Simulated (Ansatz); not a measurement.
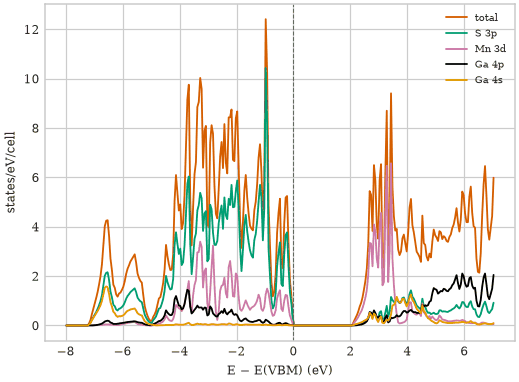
Figure: Total and projected density of states of MnGa2S4 in space group I-4 (No. 82; Mn on 2d, Ga on 2c, Ga on 2b, S on 8g), r²SCAN (plane waves, PAW; program Ansatz)

Problem. Which orbitals carry the states next to the gap?

Solution. Top 1 eV of the valence band: S 3p 72 %, Mn 3d 22 %. Bottom 1 eV of the conduction band: Mn 3d 64 %, S 3p 9 %, Ga 4p 8 %, Ga 4s 8 %, outside the projected shells 8 %. Projections are on Löwdin-orthogonalised atomic valence shells; empty p or d shells of many metals are not among them.

Problem. Where is the tallest occupied peak in this window, and what makes it?

Solution. Near -1.0 eV, about 12 states/eV per cell; the largest projected share is S 3p.

The first step of the workflow began from a Materials Project structure, measured or hypothetical; the Crystallography Open Database copy checked does not list it. COD files the formula under space group No. 15. Whether it is the stable phase at ambient conditions was not checked. Symmetry was held in the r²SCAN relaxation; whether a distortion lowers the energy is not shown. Spin order of the final state: ferromagnetic, chosen from 3 collinear starts compared on coarse meshes (ties went to the first, and starts can fall back to one state), not a proven ground state. Other orbital occupations within this spin state were not tried. No Hubbard U is applied. Spin–orbit coupling is left out wherever it is not named.

Potentials: the later of the program's two PAW sets.
